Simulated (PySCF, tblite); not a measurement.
**C₃H₁₃B₂N₃Si: geometry, infrared bands and NMR shifts**

Wanted: the infrared bands and NMR shifts of C₃H₁₃B₂N₃Si (`NB(N[SiH3])NBC1CC1`), by calculation.

Computed with tblite 0.8.0 and PySCF 2.14.0, with density-fitted response routines of our own, on a single molecule in the gas phase. Atoms are numbered from 0 throughout.

## (1) The starting structure

22 atoms, charge 0, multiplicity 1; geometry from: force field or distance geometry start.

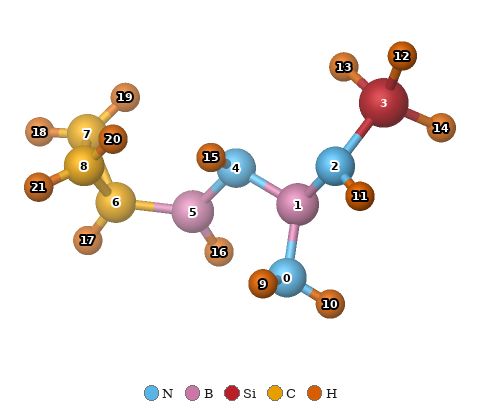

As it starts; nitrogen blue, boron pink, silicon red, carbon amber, hydrogen orange, atoms numbered.

## (2) Relaxing the molecule with GFN2-xTB

What the job is given:

```
{"job": {"kind": "relax", "xc": "GFN2-xTB", "basis": "xTB"}, "charge": 0, "multiplicity": 1}
N     -1.187600    -0.947100    -1.944700
B     -1.435200    -0.421800    -0.532300
N     -2.506000     0.629700    -0.312400
Si    -3.359400     0.466200     1.226400
N     -0.139900    -0.118800     0.250300
B      0.996400    -1.027900    -0.174000
C      2.499500    -0.523800    -0.142600
C      3.042600     0.126000     1.135600
C      2.776700     0.944800    -0.106400
H     -0.950000    -0.140300    -2.542100
H     -1.985900    -1.518800    -2.295300
H     -3.134600     0.740200    -1.134300
H     -4.065800     1.707800     1.567400
H     -2.347900     0.223000     2.293700
H     -4.264900    -0.695600     1.246700
H      0.100400     0.860800    -0.051200
H      0.708700    -2.126000    -0.511100
H      3.254000    -1.231100    -0.578700
H      4.117100    -0.026500     1.362100
H      2.304800     0.128300     1.957800
H      1.969700     1.690200     0.033900
H      3.597000     1.280000    -0.749500
```

Launch:

```
$ OMP_NUM_THREADS=1 python probes_run.py task.json out
```

This one command runs all jobs of the session in turn.

Log:

```text
step      E/eV     max force
  0    -708.21210    3.453
  1    -708.79629    2.420
  2    -709.38934    1.770
  3    -709.49840    1.252
  4    -709.65619    0.893
  5    -709.79058    1.513
  6    -709.91344    1.288
  7    -710.00229    0.663
  8    -710.05252    0.635
  9    -710.09428    0.611
 10    -710.14234    0.732
 11    -710.20018    0.633
 12    -710.26523    0.643
 13    -710.34419    0.824
 14    -710.38318    0.750
 15    -710.42836    1.328
 16    -710.44358    1.705
 17    -710.51358    0.636
 18    -710.54640    0.395
 19    -710.58240    0.348
 20    -710.60474    0.407
 21    -710.63815    0.437
 22    -710.66890    0.332
 23    -710.68781    0.324
 24    -710.69979    0.470
 25    -710.71170    0.258
 26    -710.72194    0.271
 27    -710.73041    0.203
 28    -710.73589    0.177
 29    -710.74314    0.152
 30    -710.74810    0.145
 31    -710.75129    0.119
 32    -710.75394    0.128
 33    -710.75656    0.124
 34    -710.75947    0.118
 35    -710.76169    0.109
 36    -710.76484    0.132
 37    -710.76911    0.147
 38    -710.77488    0.159
 39    -710.78108    0.182
 40    -710.78722    0.209
 41    -710.79428    0.248
 42    -710.80301    0.235
 43    -710.81228    0.254
 44    -710.82217    0.240
 45    -710.83374    0.228
 46    -710.84411    0.249
 47    -710.85457    0.269
 48    -710.86418    0.231
 49    -710.87009    0.218
 50    -710.87363    0.368
 51    -710.87408    0.362
 52    -710.88132    0.200
 53    -710.88627    0.149
 54    -710.89575    0.198
 55    -710.90353    0.224
 56    -710.91207    0.195
 57    -710.91834    0.193
 58    -710.92201    0.152
 59    -710.92506    0.183
 60    -710.92800    0.123
 61    -710.93300    0.108
 62    -710.93487    0.108
 63    -710.93825    0.102
 64    -710.93969    0.070
 65    -710.94074    0.062
 66    -710.94152    0.055
 67    -710.94233    0.065
 68    -710.94310    0.079
 69    -710.94396    0.071
 70    -710.94482    0.056
 71    -710.94555    0.048
 72    -710.94611    0.051
 73    -710.94661    0.053
 74    -710.94717    0.065
 75    -710.94780    0.054
 76    -710.94845    0.060
 77    -710.94908    0.068
 78    -710.94979    0.066
 79    -710.95051    0.061
 80    -710.95109    0.047
 81    -710.95153    0.040
 82    -710.95195    0.043
 83    -710.95248    0.060
 84    -710.95315    0.072
 85    -710.95392    0.072
 86    -710.95467    0.062
 87    -710.95540    0.064
 88    -710.95616    0.070
 89    -710.95703    0.067
 90    -710.95801    0.091
 91    -710.95897    0.081
 92    -710.95977    0.050
 93    -710.96034    0.045
 94    -710.96077    0.048
 95    -710.96114    0.054
 96    -710.96150    0.046
 97    -710.96183    0.040
 98    -710.96213    0.038
 99    -710.96242    0.032
100    -710.96265    0.035
101    -710.96286    0.035
102    -710.96304    0.031
103    -710.96319    0.029
104    -710.96332    0.024
105    -710.96344    0.021
106    -710.96354    0.023
107    -710.96364    0.029
108    -710.96375    0.030
109    -710.96387    0.024
110    -710.96398    0.022
111    -710.96411    0.023
112    -710.96426    0.035
113    -710.96447    0.042
114    -710.96475    0.037
115    -710.96504    0.034
116    -710.96526    0.033
117    -710.96544    0.033
118    -710.96565    0.031
119    -710.96598    0.041
120    -710.96643    0.045
121    -710.96690    0.041
122    -710.96728    0.033
123    -710.96759    0.034
124    -710.96795    0.043
125    -710.96843    0.048
126    -710.96902    0.076
127    -710.96964    0.065
128    -710.97029    0.056
129    -710.97099    0.059
130    -710.97189    0.072
131    -710.97286    0.100
132    -710.97370    0.074
133    -710.97425    0.077
134    -710.97485    0.061
135    -710.97551    0.063
136    -710.97680    0.085
137    -710.97749    0.081
138    -710.97802    0.048
139    -710.97828    0.039
140    -710.97855    0.032
141    -710.97886    0.047
142    -710.97918    0.044
143    -710.97947    0.039
144    -710.97981    0.035
145    -710.98019    0.039
146    -710.98051    0.037
147    -710.98073    0.028
148    -710.98090    0.027
149    -710.98109    0.026
150    -710.98133    0.031
151    -710.98154    0.031
152    -710.98189    0.036
153    -710.98225    0.035
154    -710.98259    0.041
155    -710.98283    0.036
156    -710.98301    0.034
157    -710.98320    0.028
158    -710.98341    0.027
159    -710.98368    0.030
160    -710.98391    0.043
161    -710.98430    0.060
162    -710.98483    0.072
163    -710.98558    0.078
164    -710.98635    0.057
165    -710.98701    0.047
166    -710.98747    0.060
167    -710.98801    0.071
168    -710.98851    0.051
169    -710.98890    0.046
170    -710.98927    0.044
171    -710.98980    0.053
172    -710.99022    0.051
173    -710.99092    0.047
174    -710.99169    0.061
175    -710.99259    0.072
176    -710.99334    0.062
177    -710.99363    0.092
178    -710.99445    0.058
179    -710.99501    0.045
180    -710.99588    0.049
181    -710.99671    0.071
182    -710.99726    0.054
183    -710.99792    0.043
184    -710.99831    0.047
185    -710.99875    0.046
186    -710.99911    0.052
187    -710.99945    0.056
188    -710.99984    0.045
189    -711.00033    0.043
190    -711.00065    0.058
191    -711.00092    0.036
192    -711.00113    0.029
193    -711.00132    0.038
194    -711.00152    0.050
195    -711.00184    0.046
196    -711.00213    0.056
197    -711.00246    0.052
198    -711.00279    0.055
199    -711.00314    0.039
200    -711.00346    0.043
201    -711.00379    0.032
202    -711.00405    0.047
203    -711.00428    0.037
204    -711.00454    0.033
205    -711.00489    0.031
206    -711.00514    0.035
207    -711.00545    0.037
208    -711.00576    0.058
209    -711.00617    0.062
210    -711.00664    0.045
211    -711.00725    0.046
212    -711.00780    0.045
213    -711.00834    0.040
214    -711.00876    0.044
215    -711.00925    0.048
216    -711.00982    0.056
217    -711.00964    0.089
218    -711.01064    0.052
219    -711.01107    0.074
220    -711.01154    0.051
221    -711.01222    0.053
222    -711.01262    0.038
223    -711.01298    0.038
224    -711.01317    0.029
225    -711.01330    0.035
226    -711.01341    0.036
227    -711.01352    0.027
228    -711.01357    0.018
229    -711.01363    0.017
230    -711.01369    0.020
231    -711.01376    0.021
232    -711.01384    0.023
233    -711.01396    0.032
234    -711.01416    0.034
235    -711.01448    0.037
236    -711.01501    0.057
237    -711.01568    0.066
238    -711.01592    0.101
239    -711.01675    0.076
240    -711.01733    0.039
241    -711.01783    0.034
242    -711.01861    0.065
243    -711.01922    0.055
244    -711.01962    0.048
245    -711.01996    0.124
246    -711.02072    0.036
247    -711.02101    0.036
248    -711.02131    0.066
249    -711.02156    0.025
250    -711.02172    0.025
251    -711.02185    0.024
252    -711.02196    0.021
253    -711.02204    0.017
254    -711.02210    0.013
255    -711.02216    0.015
256    -711.02223    0.020
257    -711.02234    0.024
258    -711.02251    0.031
259    -711.02273    0.038
260    -711.02297    0.033
261    -711.02321    0.042
262    -711.02341    0.050
263    -711.02364    0.044
264    -711.02386    0.031
265    -711.02405    0.021
266    -711.02412    0.018
267    -711.02422    0.017
268    -711.02429    0.014
269    -711.02434    0.014
270    -711.02439    0.011
271    -711.02443    0.012
272    -711.02446    0.012
273    -711.02449    0.013
274    -711.02451    0.012
275    -711.02452    0.010
276    -711.02454    0.009
```

It took 4.2 s on 1 thread of Arm Neoverse N1, shared host.

Along the way: (not every step is listed)

| step | energy from step 0 (eV) | largest force (eV/Å) |
| --- | --- | --- |
| 0 | 0.0000 | 3.4533 |
| 1 | -0.5842 | 2.4202 |
| 2 | -1.1772 | 1.7703 |
| 3 | -1.2863 | 1.2518 |
| 4 | -1.4441 | 0.8926 |
| 5 | -1.5785 | 1.5129 |
| 6 | -1.7013 | 1.2885 |
| 7 | -1.7902 | 0.6633 |
| 8 | -1.8404 | 0.6346 |
| 34 | -2.5474 | 0.1182 |
| 60 | -2.7159 | 0.1228 |
| 86 | -2.7426 | 0.0623 |
| 112 | -2.7522 | 0.0348 |
| 138 | -2.7659 | 0.0481 |
| 164 | -2.7743 | 0.0567 |
| 190 | -2.7885 | 0.0582 |
| 216 | -2.7977 | 0.0558 |
| 242 | -2.8065 | 0.0650 |
| 268 | -2.8122 | 0.0142 |
| 271 | -2.8123 | 0.0116 |
| 272 | -2.8124 | 0.0116 |
| 273 | -2.8124 | 0.0131 |
| 274 | -2.8124 | 0.0122 |
| 275 | -2.8124 | 0.0102 |
| 276 | -2.8124 | 0.0088 |

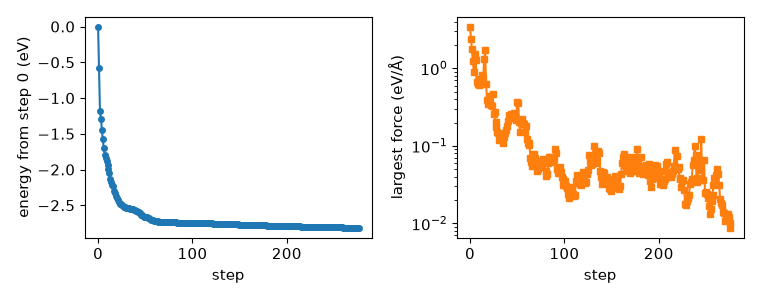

Energy and force, step by step.

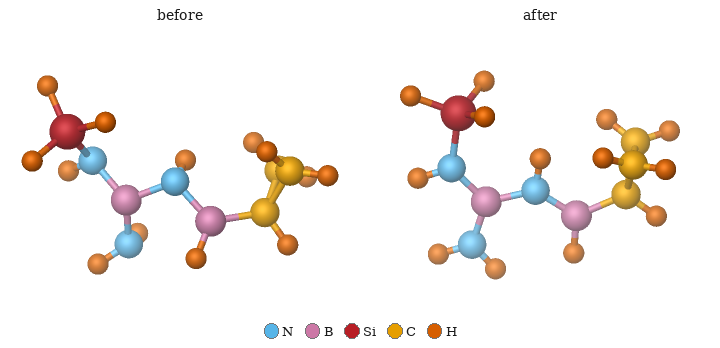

The geometry before (left) and after (right).

Close pairs (by a distance rule), those that changed most:

| bond | before (Å) | after (Å) | change (Å) |
| --- | --- | --- | --- |
| N0–B1 | 1.527 | 1.401 | -0.126 |
| N4–B5 | 1.516 | 1.394 | -0.122 |
| B1–N4 | 1.543 | 1.444 | -0.099 |
| B1–N2 | 1.517 | 1.433 | -0.084 |
| N2–Si3 | 1.767 | 1.724 | -0.043 |
| N4–H15 | 1.053 | 1.010 | -0.043 |
| N0–H10 | 1.043 | 1.003 | -0.039 |
| C6–H17 | 1.122 | 1.086 | -0.037 |

The final coordinates are the input of the step that follows.

## (3) Vibrational analysis with GFN2-xTB

What the job is given:

```
{"job": {"kind": "ir", "xc": "GFN2-xTB", "basis": "xTB"}, "charge": 0, "multiplicity": 1}
N     -1.693063    -1.252698    -2.105730
B     -1.460204    -0.536381    -0.923896
N     -2.563679    -0.072911    -0.136006
Si    -2.578366     0.818443     1.340106
N     -0.116923    -0.257827    -0.471868
B      1.130483    -0.576756    -1.005753
C      2.442639    -0.156189    -0.258791
C      2.508967    -0.142875     1.253814
C      2.527968     1.144671     0.510389
H     -0.940497    -1.591234    -2.675213
H     -2.603751    -1.477923    -2.461472
H     -3.469740    -0.304659    -0.510276
H     -1.944501     2.135037     1.168725
H     -1.866709     0.090103     2.401738
H     -3.992660     0.971614     1.687515
H     -0.105485     0.255912     0.397896
H      1.197971    -1.169388    -2.018340
H      3.377390    -0.442311    -0.731229
H      3.420066    -0.481524     1.725742
H      1.617340    -0.408998     1.803501
H      1.649649     1.773453     0.543413
H      3.452693     1.701826     0.464884
```

Log:

```text
mode    cm-1     km/mol
  1      30.4      0.67
  2      67.4      0.15
  3      82.8      0.05
  4      92.1      0.78
  5     114.2      1.36
  6     136.9      0.03
  7     165.6      0.32
  8     217.0      2.32
  9     271.9      0.12
 10     344.9      1.66
 11     380.4     67.91
 12     434.6      1.05
 13     455.2    147.75
 14     488.3      1.17
 15     489.4      5.10
 16     534.5    100.59
 17     598.8     21.52
 18     611.5     79.69
 19     715.7    124.77
 20     736.8     16.45
 21     773.7    290.42
 22     802.7      8.12
 23     809.5     36.45
 24     811.7    247.57
 25     818.2    159.86
 26     824.2    181.38
 27     843.3     21.75
 28     871.7      9.94
 29     932.3      0.53
 30     964.2     90.90
 31    1015.7     58.33
 32    1025.5      5.17
 33    1062.0     24.08
 34    1064.7      1.06
 35    1084.2     23.76
 36    1123.9      0.28
 37    1169.0      0.09
 38    1201.7     22.97
 39    1237.5    149.91
 40    1261.2    150.74
 41    1286.7     60.05
 42    1359.3      7.77
 43    1393.2    413.71
 44    1421.9    856.41
 45    1449.6      0.91
 46    1492.2      3.08
 47    1526.8    212.60
 48    2171.5    461.51
 49    2195.3    223.15
 50    2243.6    339.79
 51    2584.7    198.78
 52    3023.5     57.31
 53    3067.9      4.37
 54    3072.5     21.30
 55    3074.7     48.91
 56    3089.7    114.51
 57    3434.4      7.12
 58    3475.6      2.44
 59    3526.9      3.81
 60    3572.1      0.17
```

Run time: 1.7 s. Hardware: 1 thread of Arm Neoverse N1, shared host.

Which atoms move in the most intense modes:

| cm⁻¹ | km/mol | atoms |
| --- | --- | --- |
| 774 | 290.4 | H14 53 %, H12 17 %, H13 16 % |
| 812 | 247.6 | H13 36 %, H12 30 %, H14 24 % |
| 1393 | 413.7 | B1 50 % |
| 1422 | 856.4 | N4 39 %, B5 32 %, H15 13 % |
| 1527 | 212.6 | H9 37 %, H10 37 %, N0 18 % |
| 2172 | 461.5 | H12 50 %, H13 46 % |
| 2195 | 223.2 | H13 51 %, H12 46 % |
| 2244 | 339.8 | H14 96 % |

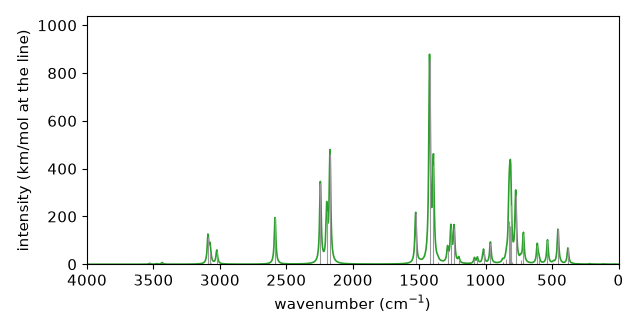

The infrared spectrum from these modes, unscaled. Lines are broadened to a width of 14 cm⁻¹ (Lorentzian).

## (4) NMR shieldings: PBE0/pcSseg-1

Settings changed since step 3:

```diff
@@ -1,2 +1,2 @@
-{"job": {"kind": "ir", "xc": "GFN2-xTB", "basis": "xTB"}, "charge": 0, "multiplicity": 1}
+{"job": {"kind": "nmr", "xc": "PBE0", "basis": "pcSseg-1"}, "charge": 0, "multiplicity": 1}
 N     -1.693063    -1.252698    -2.105730
```

Method: GIAO PBE0/pcSseg-1 NMR shielding, non-relativistic, gas phase.

Log:

```text
coarse grid: 18304 points
cycle   1  E = -625.0211994711  dE =  1.102e+00  |g| = 6.546e-01  |ddm| = 4.047e+00
cycle   2  E = -624.9759149517  dE =  4.528e-02  |g| = 8.113e-01  |ddm| = 1.186e+00
cycle   3  E = -625.1219233539  dE = -1.460e-01  |g| = 6.964e-02  |ddm| = 6.974e-01
cycle   4  E = -625.1228310890  dE = -9.077e-04  |g| = 3.471e-02  |ddm| = 8.404e-02
cycle   5  E = -625.1230974777  dE = -2.664e-04  |g| = 9.553e-03  |ddm| = 3.053e-02
cycle   6  E = -625.1231161684  dE = -1.869e-05  |g| = 2.069e-03  |ddm| = 7.491e-03
cycle   7  E = -625.1231171278  dE = -9.594e-07  |g| = 4.839e-04  |ddm| = 1.984e-03
final grid: 170784 points
cycle   8  E = -625.1650445451  dE = -5.868e-05  |g| = 1.134e-02  |ddm| = 3.635e-02
cycle   9  E = -625.1650292308  dE =  1.531e-05  |g| = 1.424e-02  |ddm| = 1.914e-02
cycle  10  E = -625.1650739962  dE = -4.477e-05  |g| = 7.745e-04  |ddm| = 1.035e-02
cycle  11  E = -625.1650741231  dE = -1.269e-07  |g| = 3.467e-04  |ddm| = 9.472e-04
cycle  12  E = -625.1650741490  dE = -2.587e-08  |g| = 8.652e-05  |ddm| = 3.004e-04
cycle  13  E = -625.1650741506  dE = -1.595e-09  |g| = 2.098e-05  |ddm| = 8.079e-05
cycle  14  E = -625.1650741507  dE = -9.300e-11  |g| = 5.973e-06  |ddm| = 1.962e-05
converged SCF energy = -625.1650741507

GIAO shielding tensors (ppm)
atom      isotropic    diamagn.    paramagn.     s11        s22        s33       span
  0 N      213.271     316.585    -103.315    173.888    211.667    254.257     80.369
  1 B       78.179     194.455    -116.277     55.600     75.672    103.264     47.664
  2 N      229.425     321.960     -92.534    189.097    223.967    275.211     86.115
  3 Si     413.043     879.652    -466.609    370.442    395.745    472.940    102.497
  4 N      138.424     326.317    -187.893     21.523    155.224    238.524    217.001
  5 B       55.816     193.538    -137.721      5.394     43.395    118.660    113.266
  6 C      183.377     254.094     -70.716    141.787    183.347    224.998     83.211
  7 C      176.985     253.560     -76.575    150.118    171.745    209.092     58.974
  8 C      177.222     253.695     -76.473    150.913    171.821    208.931     58.018
  9 H       28.856      32.357      -3.501     21.133     27.606     37.830     16.697
 10 H       29.893      30.081      -0.188     23.438     27.249     38.992     15.554
 11 H       30.634      30.450       0.184     21.933     29.928     40.041     18.108
 12 H       26.919      30.147      -3.228     23.947     25.125     31.686      7.739
 13 H       26.922      30.295      -3.374     23.875     25.365     31.525      7.650
 14 H       27.158      28.181      -1.023     23.543     25.439     32.492      8.949
 15 H       27.797      39.302     -11.505     20.622     28.257     34.513     13.891
 16 H       25.917      33.056      -7.139     24.034     24.289     29.428      5.394
 17 H       31.265      31.448      -0.183     24.145     27.811     41.838     17.693
 18 H       30.912      30.163       0.750     24.660     26.527     41.551     16.891
 19 H       31.303      33.683      -2.379     24.806     29.770     39.333     14.527
 20 H       31.294      33.675      -2.381     24.808     29.769     39.306     14.497
 21 H       30.909      30.153       0.756     24.652     26.516     41.560     16.909
```

Run time: 89 s. Hardware: 1 thread of Arm Neoverse N1, shared host; peak memory 1.1 GiB.

Shifts follow as δ = σ(reference) − σ, with reference shieldings (ppm) from runs at the same level and on the same kind of geometry: 1H TMS 31.72, 13C TMS 186.9, 29Si TMS 349.2, 15N NH3 267.7, 11B BF3·OEt2 100.1. The references are single molecules in the gas phase, so shifts against H2O, NH3, PH3, H3PO4 or CFCl3 are not on the usual liquid scales and can be off by tens of ppm. Atoms listed in one row are averaged.

| atoms | environment | σ (ppm) | δ (ppm) | δ scaled to CDCl3 |
| --- | --- | --- | --- | --- |
| C7, C8 | three-membered-ring carbon | 177.1 | 9.8 | 7.7 |
| C6 | three-membered-ring carbon | 183.4 | 3.5 | 1.5 |
| H16 | hydrogen on a boron bonded to C, N | 25.92 | 5.80 | – |
| H12, H13, H14 | hydrogen on a silicon bonded to N | 27.00 | 4.72 | – |
| H15 | hydrogen on a nitrogen bonded to 2 B | 27.80 | 3.92 | – |
| H9, H10 | hydrogen on a nitrogen bonded to B | 29.37 | 2.34 | – |
| H11 | hydrogen on a nitrogen bonded to B, Si | 30.63 | 1.08 | – |
| H18, H21 | hydrogen on a three-membered-ring carbon | 30.91 | 0.81 | 0.87 |
| H17 | hydrogen on a three-membered-ring carbon | 31.26 | 0.45 | 0.53 |
| H19, H20 | hydrogen on a three-membered-ring carbon | 31.30 | 0.42 | 0.50 |
| N4 | nitrogen bonded to 2 B, H | 138.4 | 129.3 | – |
| N0 | nitrogen bonded to B, 2 H | 213.3 | 54.5 | – |
| N2 | nitrogen bonded to B, Si, H | 229.4 | 38.3 | – |
| B5 | boron bonded to C, N, H | 55.8 | 44.3 | – |
| B1 | boron bonded to 3 N | 78.2 | 21.9 | – |
| Si3 | silicon bonded to N, 3 H | 413.0 | -63.9 | – |

The scaled column applies a straight-line fit of computed shieldings to shifts measured in CDCl3 (root-mean-square error 0.16 ppm for H, 1.9 ppm for C).

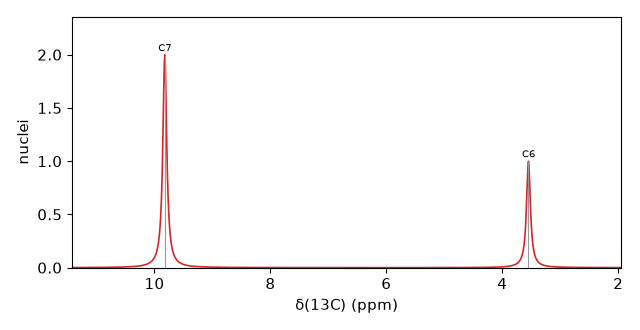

13C lines at the computed shifts, without couplings. Lines are broadened to a width of 0.08 ppm (Lorentzian).

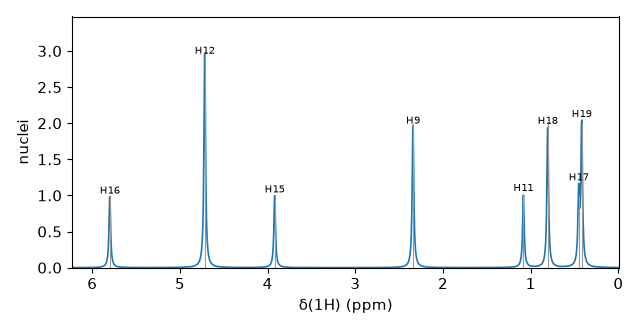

1H lines at the computed shifts, without couplings. Lines are broadened to a width of 0.02 ppm (Lorentzian).

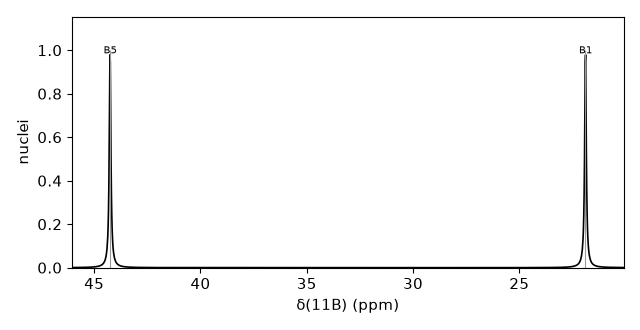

11B lines at the computed shifts, without couplings. Lines are broadened to a width of 0.09 ppm (Lorentzian).

The run also stored atomic charges by several schemes (e):

| atoms | Mulliken | IAO | Hirshfeld | ESP fit |
| --- | --- | --- | --- | --- |
| N0 | -0.48 | -0.60 | -0.27 | -1.07 |
| B1 | 0.59 | 0.36 | 0.20 | 0.66 |
| N2 | -0.70 | -0.72 | -0.29 | -0.78 |
| Si3 | 0.55 | 0.74 | 0.35 | 0.46 |
| N4 | -0.55 | -0.45 | -0.22 | -0.54 |
| B5 | 0.40 | 0.14 | 0.14 | 0.29 |
| C6 | -0.47 | -0.27 | -0.12 | -0.22 |
| C7, C8 | -0.22 | -0.27 | -0.09 | -0.29 |

Hirshfeld charges:

N0 -0.27; B1 0.20; N2 -0.29; Si3 0.35; N4 -0.22; B5 0.14; C6 -0.12; C7 -0.09; C8 -0.09; H9 0.12; H10 0.12; H11 0.12; H12 -0.08; H13 -0.08; H14 -0.08; H15 0.11; H16 -0.07; H17 0.04; H18 0.05; H19 0.04; H20 0.04; H21 0.05

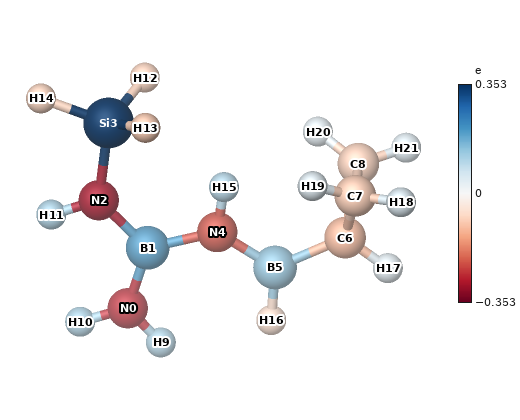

Hirshfeld charges, as colours on the atoms.

Mayer bond orders: N0–B1 1.24, B1–N2 1.08, N2–Si3 0.97, B1–N4 1.02, N4–B5 1.28, B5–C6 0.96, C6–C7 0.94, C7–C8 0.99, C8–C6 0.94.

Ring of atoms C6, C7, C8: NICS(0) -44.9, NICS(1) -8.3, NICS(1)zz -26.3 ppm (means of both faces).

In rings of three or four atoms NICS is ruled by the nearby σ bonds, so it says little on aromaticity.

## (5) Outcome

| quantity | value |
| --- | --- |
| strongest single infrared mode (GFN2-xTB) | 1422 cm⁻¹, 856 km/mol |
| zero-point energy (GFN2-xTB) | 107.4 kcal/mol |
| 13C shifts against TMS (PBE0/pcSseg-1, means over atoms taken as alike) | 9.8, 3.5 ppm |
| 1H shifts against TMS (PBE0/pcSseg-1, means over atoms taken as alike) | 5.80, 4.72, 3.92, 2.34, 1.08, 0.81, 0.45, 0.42 ppm |
| 15N shifts against NH3 (PBE0/pcSseg-1) | 129.3, 54.5, 38.3 ppm |
| 11B shifts against BF3·OEt2 (PBE0/pcSseg-1) | 44.3, 21.9 ppm |
| 29Si shifts against TMS (PBE0/pcSseg-1) | -63.9 ppm |

In words: The optimisation took 276 steps and gained 2.812 eV; among the close pairs (by a distance rule), N0–B1 changed most, from 1.527 to 1.401 Å. No mode is imaginary among the 60: a minimum at this level. The strongest single mode, at 1422 cm⁻¹, moves mainly N4 and B5. Unscaled tight-binding wavenumbers are off by several per cent, some by more. Its intensities can rank the bands wrongly. At PBE0/pcSseg-1: The largest span, 217 ppm, is at N4, where the paramagnetic term is -188 ppm.
